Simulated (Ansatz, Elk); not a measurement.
# Bonding as seen by X-rays: Ni3RhC

Structure refinements treat a crystal as free atoms side by side. For a made-up structure of Ni3RhC (cell and positions from a PBEsol relaxation) the runs below show what the calculated density changes in F(hkl).

Main program and level: Elk 11.2.3 (patched build); DFT, PBE, all-electron APW+lo, Dirac cores, scalar-relativistic bands, static density, no spin.

The structure was built from a prototype and need not be the compound's stable phase.

### 1. Starting point

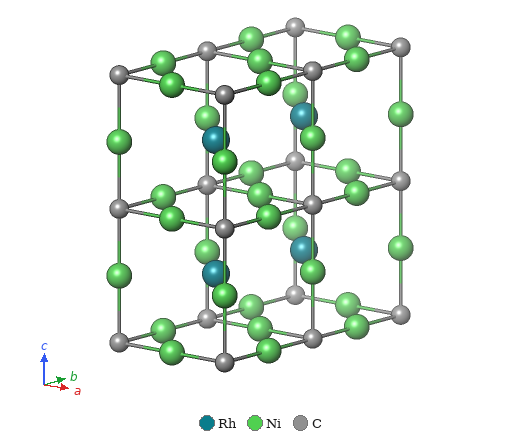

The starting structure, seen from a free direction (rhodium blue, nickel green, carbon grey). 1×2×2 cells are drawn. Some periodic images of atoms are drawn too.

Coordinates:

```cif
data_structure
_symmetry_space_group_name_H-M 'Pm-3m'
_symmetry_Int_Tables_number 221
_cell_length_a 3.7360
_cell_length_b 3.7360
_cell_length_c 3.7360
_cell_angle_alpha 90.000
_cell_angle_beta 90.000
_cell_angle_gamma 90.000
_cell_volume 52.14
loop_
_atom_site_label
_atom_site_type_symbol
_atom_site_symmetry_multiplicity
_atom_site_Wyckoff_symbol
_atom_site_fract_x
_atom_site_fract_y
_atom_site_fract_z
_atom_site_occupancy
Rh1 Rh 1 b 0.50000 0.50000 0.50000 1
Ni1 Ni 3 d 0.00000 0.00000 0.50000 1
C1 C 1 a 0.00000 0.00000 0.00000 1
```

### 2. Ground state and structure factors

An all-electron density is needed, since X-rays see the cores too. Task 0 finds the density and task 195 Fourier-transforms it; tshift is off so that phases refer to the origin typed.

Input file elk.in:

```
tasks
  0
  195

xctype
  20

spinpol
  .false.

rgkmax
  7.0

gmaxvr
  14.0

lmaxo
  7

lmaxapw
  8

swidth
  0.002

tshift
  .false.

ramdisk
  .false.

hmaxvr
  5.5

maxscl
  120

epspot
  1e-06

sppath
  './'

avec
  7.05994022949 0.00000000000 -0.00000000000
  -0.00000000000 7.05994022949 -0.00000000000
  0.00000000000 -0.00000000000 7.05994022949

atoms
  3
  'Rh.in'
  1
  0.5000000000 0.5000000000 0.5000000000   0.000000 0.000000 0.000000
  'Ni.in'
  3
  0.0000000000 0.0000000000 0.5000000000   0.000000 0.000000 0.000000
  -0.0000000000 0.5000000000 -0.0000000000   0.000000 0.000000 0.000000
  0.5000000000 -0.0000000000 -0.0000000000   0.000000 0.000000 0.000000
  'C.in'
  1
  -0.0000000000 0.0000000000 -0.0000000000   0.000000 0.000000 0.000000

ngridk
  6 6 6
```

Launch:

```
OMP_NUM_THREADS=4 elk
```

Numbers of over 12 decimals in the logs are rounded to 6 here.

The log of the run:

```text
┌─────────────────────────┐
│ Elk code version 11.2.3 │
└─────────────────────────┘

All units are atomic (Hartree, Bohr, etc.)

┌─────────────────────────────────────────────────┐
│ Ground-state run starting from atomic densities │
└─────────────────────────────────────────────────┘

Lattice vectors :
   7.059940229       0.000000000      -0.000000000
  -0.000000000       7.059940229      -0.000000000
   0.000000000      -0.000000000       7.059940229

Reciprocal lattice vectors :
  0.8899771249       0.000000000       0.000000000
   0.000000000      0.8899771249       0.000000000
   0.000000000       0.000000000      0.8899771249

Unit cell volume      :    351.8868785
Brillouin zone volume :   0.7049146432

Muffin-tin inner radius fraction :   0.1000000000E-01

Nuclei treated as point charges

Species : 1 (Rh)
 parameters loaded from : Rh.in
 name : rhodium
 nuclear charge    :   -45.00000000
 electronic charge :    45.00000000
 atomic mass :    187585.2511
 muffin-tin radius :    2.600000000
 number of radial points in muffin-tin :   1193
 inner part over the whole radius :   0.9931673392E-02
 number on inner part of muffin-tin    :    849
 approximate nuclear radius :   0.8524867730E-04
 number of mesh points to nuclear radius :    423
 atomic positions (lattice), magnetic fields (Cartesian) :
  1 :   0.50000000  0.50000000  0.50000000    0.00000000  0.00000000  0.00000000

Species : 2 (Ni)
 parameters loaded from : Ni.in
 name : nickel
 nuclear charge    :   -28.00000000
 electronic charge :    28.00000000
 atomic mass :    106991.5231
 muffin-tin radius :    1.988554351
 number of radial points in muffin-tin :    993
 inner part over the whole radius :   0.9874482721E-02
 number on inner part of muffin-tin    :    697
 approximate nuclear radius :   0.7325707712E-04
 number of mesh points to nuclear radius :    339
 atomic positions (lattice), magnetic fields (Cartesian) :
  1 :   0.00000000  0.00000000  0.50000000    0.00000000  0.00000000  0.00000000
  2 :   0.00000000  0.50000000  0.00000000    0.00000000  0.00000000  0.00000000
  3 :   0.50000000  0.00000000  0.00000000    0.00000000  0.00000000  0.00000000

Species : 3 (C)
 parameters loaded from : C.in
 name : carbon
 nuclear charge    :   -6.000000000
 electronic charge :    6.000000000
 atomic mass :    21894.16674
 muffin-tin radius :    1.491415763
 number of radial points in muffin-tin :    593
 inner part over the whole radius :   0.9780266743E-02
 number on inner part of muffin-tin    :    403
 approximate nuclear radius :   0.4747601631E-04
 number of mesh points to nuclear radius :    168
 atomic positions (lattice), magnetic fields (Cartesian) :
  1 :   0.00000000  0.00000000  0.00000000    0.00000000  0.00000000  0.00000000

Total number of atoms per unit cell :    5
Total muffin-tin volume :    186.3328767
 ratio of muffin-tin to unit cell volume :   0.5295249355

Spin treatment :
 spin-unpolarised

Number of Bravais lattice symmetries :   48
Number of crystal symmetries         :   48
Crystal has inversion symmetry
Real symmetric eigensolver will be used

k-point grid :      6     6     6
k-point offset :    0.000000000       0.000000000       0.000000000
k-point set is reduced with full crystal symmetry group
Total number of k-points :       20

Muffin-tin radius times maximum |G+k| :    7.000000000
 using average radius
Maximum |G+k| for APW functions       :    3.480135796
Maximum (1/2)|G+k|²                   :    6.055672581
Maximum |G| for potential and density :    14.00000000
Constant for pseudocharge density :    9
 order of it for each species :   16  16  16
 order of it for pair densities of each species (exact exchange by exxq0 0: 17) :   16   9   4
Radial integration step length :    1

G-vector grid sizes :     32    32    32
Number of G-vectors :    16279

Maximum angular momentum used for
 APW functions            :    8
 outer part of muffin-tin :    7
 inner part of muffin-tin :    2

Total nuclear charge    :   -135.0000000
[...]
correlation                 :     -6.655477
 electron entropic           :    -0.20067389807963E-02
 total energy                :     -9385.5655838212

Density of states at Fermi energy :    161.0377911
 (states/Hartree/unit cell)

Estimated indirect band gap :   0.1562335734E-02
 from k-point 6 to k-point 11
Estimated direct band gap   :   0.5140185928E-02
 at k-point 8

Charges :
 core                        :    66.00000000
 valence                     :    69.00000000
 interstitial                :    7.627710087
 muffin-tins (core leakage)
  species : 1 (Rh)
   atom 1                    :    41.20346282     ( -0.3198949301E-06)
  species : 2 (Ni)
[...]
species : 3 (C)
[...]
total in muffin-tins        :    127.3722899
 total calculated charge     :    134.9910973
 total charge                :    135.0000000
 error                       :   0.8902714780E-02

RMS change in Kohn-Sham potential (target) :    1.517772852     (  0.1000000000E-05)
Absolute change in total energy (target)   :   0.2445085152     (  0.1000000000E-03)

[... loops 3 to 19 left out ...]

┌──────────────────┐
│ Loop number : 20 │
└──────────────────┘

Energies :
 Fermi                       :     0.361041
 sum of occupied eigenvalues :     -5487.8808344445
 electron kinetic            :      9661.2600198438
 core electron kinetic       :      9028.7856351790
 Coulomb                     :     -18711.799949466
 Coulomb potential           :     -14712.959456450
 nuclear-nuclear             :     -1430.2375369498
 electron-nuclear            :     -19897.076070235
 Hartree                     :      2615.5136577190
 Madelung                    :     -11355.320221241
 xc potential                :     -436.18139783865
 exchange                    :     -328.57766709875
 correlation                 :     -6.660863
 electron entropic           :    -0.26630761887631E-02
 total energy                :     -9385.7811232189

Density of states at Fermi energy :    210.7178012
 (states/Hartree/unit cell)

Estimated indirect band gap :   0.5212065730E-03
 from k-point 10 to k-point 19
Estimated direct band gap   :   0.8870442068E-03
 at k-point 19

Charges :
 core                        :    66.00000000
 valence                     :    69.00000000
 interstitial                :    7.245824830
 muffin-tins (core leakage)
  species : 1 (Rh)
[...]
species : 2 (Ni)
[...]
species : 3 (C)
[...]
total in muffin-tins        :    127.7541752
 total calculated charge     :    134.9916026
 total charge                :    135.0000000
 error                       :   0.8397362353E-02

RMS change in Kohn-Sham potential (target) :   0.9735768353E-06 (  0.1000000000E-05)
Absolute change in total energy (target)   :   0.5805351793E-04 (  0.1000000000E-03)

Convergence targets achieved

┌──────────────────┐
│ Loop number : 21 │
└──────────────────┘

Energies :
 Fermi                       :     0.361041
 sum of occupied eigenvalues :     -5487.8808244720
 electron kinetic            :      9661.2600285854
 core electron kinetic       :      9028.7856369473
 Coulomb                     :     -18711.799953429
 Coulomb potential           :     -14712.959462150
 nuclear-nuclear             :     -1430.2375369498
 electron-nuclear            :     -19897.076071004
 Hartree                     :      2615.5136545245
 Madelung                    :     -11355.320222354
 xc potential                :     -436.18139090751
 exchange                    :     -328.57766760955
 correlation                 :     -6.660863
 electron entropic           :    -0.26630751023718E-02
 total energy                :     -9385.7811189573

Density of states at Fermi energy :    210.7176939
 (states/Hartree/unit cell)

Estimated indirect band gap :   0.5212143335E-03
 from k-point 10 to k-point 19
Estimated direct band gap   :   0.8870087301E-03
 at k-point 19

Charges :
 core                        :    66.00000000
 valence                     :    69.00000000
 interstitial                :    7.245825079
 muffin-tins (core leakage)
  species : 1 (Rh)
[...]
species : 2 (Ni)
[...]
atom 2                    :    26.39411816     (  0.2433092590E-02)
   atom 3                    :    26.39411816     (  0.2433092590E-02)
  species : 3 (C)
   atom 1                    :    4.446098093     (  0.5400286355E-04)
 total in muffin-tins        :    127.7541749
 total calculated charge     :    134.9916026
 total charge                :    135.0000000
 error                       :   0.8397362082E-02

┌──────────────────────────────┐
│ Self-consistent loop stopped │
└──────────────────────────────┘

Warning : core states of species 2 leak from the muffin-tin :   0.2433092590E-02

Wrote STATE.OUT
```

Elapsed: 20 s, on 4 threads of Intel Xeon Platinum 8488C (Sapphire Rapids), shared host; peak memory 0.19 GiB; 59 s of CPU time.

SFACRHO.OUT:

```text

h k l indices transformed by vhmat matrix:
   1.000000000       0.000000000       0.000000000    
   0.000000000       1.000000000       0.000000000    
   0.000000000       0.000000000       1.000000000    

      h      k      l  multipl.   |H|            Re(F)            Im(F)           |F|

      0      0      0      1   0.0000000       135.00000      0.12760230E-32   135.00000    
     -1      0      0      6  0.88997712      -10.445863     -0.34741016E-13   10.445863    
      1     -1      0     12   1.2586177       17.847397      0.23213599E-14   17.847397    
     -1     -1     -1      8   1.5414856      -93.636564     -0.10738700E-12   93.636564    
      0      0     -2      6   1.7799542       94.092675      0.58737099E-13   94.092675    
     -1     -2      0     24   1.9900493      -9.4706672     -0.55190309E-13   9.4706672    
      1     -2      1     24   2.1799898       14.013442      0.41818275E-13   14.013442    
      0      2     -2     12   2.5172354       77.685972     -0.35386733E-14   77.685972    
      0     -3      0      6   2.6699314      -9.0851832     -0.90167771E-13   9.0851832    
     -1      2     -2     24   2.6699314      -8.9080246     -0.23726330E-13   8.9080246    
      3      1      0     24   2.8143548       12.501262     -0.17369619E-13   12.501262    
      1     -3      1     24   2.9517202      -66.136358     -0.51078392E-13   66.136358    
     -2      2      2      8   3.0829712       67.533834     -0.43218545E-13   67.533834    
     -3      2      0     24   3.2088582      -8.7479519     -0.57484419E-13   8.7479519    
     -3      1      2     48   3.3299895       11.955580     -0.32329101E-13   11.955580    
      0     -4      0      6   3.5599085       60.520104      0.78354744E-13   60.520104    
      2     -2     -3     24   3.6694697      -8.5258645     -0.72409504E-13   8.5258645    
      4     -1      0     24   3.6694697      -8.4542342      0.13385053E-13   8.4542342
```

Elk indexes on the primitive cell of elk.in and gives |H| = 4π sin θ/λ in inverse bohr. Below, one row stands for each form hkl of the conventional cell (m members, Friedel mates merged), F is for one primitive cell and the density is static (no thermal factor). Free-atom factors are Waasmaier and Kirfel's, and R is Σm||F|−|F'||/Σm|F|. Elk warned that it couldn't find a linearisation energy, which lowers the accuracy of some states in this run and its variants.

```tsv
hkl	m	sin θ/λ (Å⁻¹)	abs F, DFT	neutral atoms	diff.
100	6	0.134	10.446	10.816	-0.370
110	12	0.189	17.847	17.885	-0.037
111	8	0.232	93.637	94.207	-0.570
200	6	0.268	94.093	94.467	-0.375
210	24	0.299	9.471	9.488	-0.017
211	24	0.328	14.013	13.879	+0.135
220	12	0.379	77.686	77.829	-0.143
300	6	0.402	9.085	8.839	+0.246
221	24	0.402	8.908	8.839	+0.069
310	24	0.423	12.501	12.479	+0.022
311	24	0.444	66.136	66.091	+0.045
222	8	0.464	67.534	67.503	+0.031
320	24	0.482	8.748	8.553	+0.195
321	48	0.501	11.956	11.874	+0.082
400	6	0.535	60.520	60.406	+0.114
322	24	0.552	8.526	8.422	+0.104
410	24	0.552	8.454	8.422	+0.032
411	24	0.568	11.686	11.558	+0.128
```

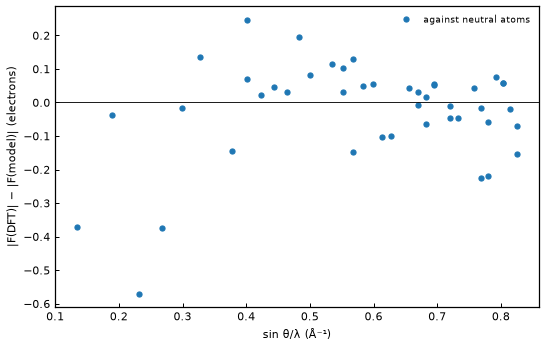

Difference between the calculated structure factors and the independent-atom ones.

### 3. The highest occupied states alone

An energy window below the Fermi level keeps the highest occupied states, to see at which angles they scatter; shallow core shells can lie inside it and anion s states outside. No new self-consistency is needed.

Edit elk.in of step 2 so:

```diff
@@ -1,3 +1,2 @@
 tasks
-  0
   195
@@ -40,2 +39,5 @@
 
+wsfac
+  -0.190200 0.661040
+
 sppath
```

Launch:

```
OMP_NUM_THREADS=4 elk
```

The log of the run:

```text
┌─────────────────────────────────┐
│ Elk code version 11.2.3 started │
└─────────────────────────────────┘

Info(readinput): the functional depends on the density's gradient
 muffin-tin radial points multiplied by    2.00000
 (not where nrmtscf is given)

┌────────────────────┐
│ Current task : 195 │
└────────────────────┘
Info(checkmt): changed muffin-tin radius of species 2 (Ni) from   2.4000 to   1.9886
Info(checkmt): changed muffin-tin radius of species 3 (C) from   1.8000 to   1.4914

Warning(linengy): could not find 1 linearisation energies in s.c. loop 1

Info(sfacrho): density structure factors written to SFACRHO.OUT

 Energy window :  -0.1902000000      0.6610400000

┌──────────────────┐
│ Elk code stopped │
└──────────────────┘
```

Wall time 4.2 s (4 threads); peak memory 0.17 GiB.

States within 15 eV below the Fermi level hold 43.00 electrons; any levels below the window count with the cores. Their amplitudes can exceed the total, where window and core parts have opposite phase:

```tsv
hkl	sin θ/λ (Å⁻¹)	abs F, window	abs F, all
100	0.134	4.678	10.446
110	0.189	0.436	17.847
111	0.232	16.384	93.637
200	0.268	15.965	94.093
210	0.299	3.244	9.471
211	0.328	1.986	14.013
220	0.379	9.112	77.686
300	0.402	2.233	9.085
221	0.402	2.416	8.908
310	0.423	2.089	12.501
```

### 4. Another functional

The difference from free atoms is small, so it is set against the change that LDA (Perdew-Wang) makes.

Edit elk.in of step 3 so:

```diff
@@ -1,2 +1,3 @@
 tasks
+  0
   195
@@ -4,3 +5,3 @@
 xctype
-  20
+  3
 
@@ -39,5 +40,2 @@
 
-wsfac
-  -0.190200 0.661040
-
 sppath
```

Launch:

```
OMP_NUM_THREADS=4 elk
```

The log of the run:

```text
┌─────────────────────────┐
│ Elk code version 11.2.3 │
└─────────────────────────┘

All units are atomic (Hartree, Bohr, etc.)

┌─────────────────────────────────────────────────┐
│ Ground-state run starting from atomic densities │
└─────────────────────────────────────────────────┘

Lattice vectors :
   7.059940229       0.000000000      -0.000000000
  -0.000000000       7.059940229      -0.000000000
   0.000000000      -0.000000000       7.059940229

Reciprocal lattice vectors :
  0.8899771249       0.000000000       0.000000000
[...]
species : 1 (Rh)
[...]
species : 2 (Ni)
[...]
atom 3                    :    26.40741753     (  0.2550863822E-02)
  species : 3 (C)
   atom 1                    :    4.433762196     (  0.5443038967E-04)
 total in muffin-tins        :    127.7784427
 total calculated charge     :    134.9912438
 total charge                :    135.0000000
 error                       :   0.8756156080E-02

┌──────────────────────────────┐
│ Self-consistent loop stopped │
└──────────────────────────────┘

Warning : core states of species 2 leak from the muffin-tin :   0.2550863822E-02

Wrote STATE.OUT
[key lines of the parts left out:]
total energy                :     -9373.6272625335
```

It took 11 s on 4 threads; peak memory 0.17 GiB; 31 s of CPU time.

Against the first run R = 0.06 %; the largest change is -0.040 at 220.

### 5. A coarser k-mesh

About half the k-points along each axis test the sampling.

Edit elk.in of step 4 so:

```diff
@@ -5,3 +5,3 @@
 xctype
-  3
+  20
 
@@ -63,2 +63,2 @@
 ngridk
-  6 6 6
+  3 3 3
```

Launch:

```
OMP_NUM_THREADS=4 elk
```

The log of the run:

```text
┌─────────────────────────┐
│ Elk code version 11.2.3 │
└─────────────────────────┘

All units are atomic (Hartree, Bohr, etc.)

┌─────────────────────────────────────────────────┐
│ Ground-state run starting from atomic densities │
└─────────────────────────────────────────────────┘

Lattice vectors :
   7.059940229       0.000000000      -0.000000000
  -0.000000000       7.059940229      -0.000000000
   0.000000000      -0.000000000       7.059940229

Reciprocal lattice vectors :
  0.8899771249       0.000000000       0.000000000
[...]
species : 1 (Rh)
[...]
species : 2 (Ni)
[...]
atom 3                    :    26.39573178     (  0.2435086650E-02)
  species : 3 (C)
   atom 1                    :    4.443352407     (  0.5396987473E-04)
 total in muffin-tins        :    127.7713608
 total calculated charge     :    134.9915746
 total charge                :    135.0000000
 error                       :   0.8425368880E-02

┌──────────────────────────────┐
│ Self-consistent loop stopped │
└──────────────────────────────┘

Warning : core states of species 2 leak from the muffin-tin :   0.2435086650E-02

Wrote STATE.OUT
[key lines of the parts left out:]
total energy                :     -9385.7852348309
```

The job ended after 11 s (4 threads; peak memory 0.18 GiB; 24 s of CPU time).

Against the first run R = 0.05 %; the largest change is +0.050 at 500.

### 6. Settings against the effect

```tsv
run	R against the first run (%)	R against neutral atoms, low angle (%)	wall time
PBE, rgkmax 7	0.00	0.54	20 s
LDA (Perdew-Wang)	0.06	0.58	11 s
k-mesh 3×3×3	0.05	0.54	11 s
```

### 7. Summary of results

| Item | Value |
| --- | --- |
| R against neutral atoms, sin θ/λ < 0.3 Å⁻¹ | 0.54 % |
| R against neutral atoms, 0.3 to 0.82 Å⁻¹ | 0.38 % |

What this shows: Independent neutral atoms miss the calculated amplitudes by R = 0.54 % below 0.3 Å⁻¹ and 0.38 % from there to 0.82 Å⁻¹; by shells, 3.54 % below 0.15 Å⁻¹ (1 form), 0.44 % 0.15 to 0.3 (4 forms), 0.28 % 0.3 to 0.45 (6 forms), 0.41 % above 0.45 (33 forms). Bonding, aspherical density and the tables' own atoms all enter these figures, and the runs don't part them. The largest change of an amplitude is -0.57 electrons, at 111. The window's part falls from 43.0 electrons at the origin to at most 5.85 between 0.45 and 0.82 Å⁻¹, where compact states inside the window still scatter. Below 0.3 Å⁻¹ the changes that finished (LDA (Perdew-Wang) and k-mesh 3×3×3) move F by R = 0.03 % at most, against the 0.54 % that separates it from free atoms. The basis has no finished test. These runs have no spin, though d or f shells may be open. Part of the difference isn't bonding: the tables are fits to free atoms and ions calculated by other methods than this functional. Thermal motion, anomalous dispersion and extinction are left out.

[Logs are printed without paths, hosts, clocks, repeated set-up lines and the standing remarks that a program may print on its own settings, such as how far it seeks lower states.]

[Hosts, paths, dates, database ids (printed as entryN), source tags and the programs' standing remarks are cut or masked in the printed files.]
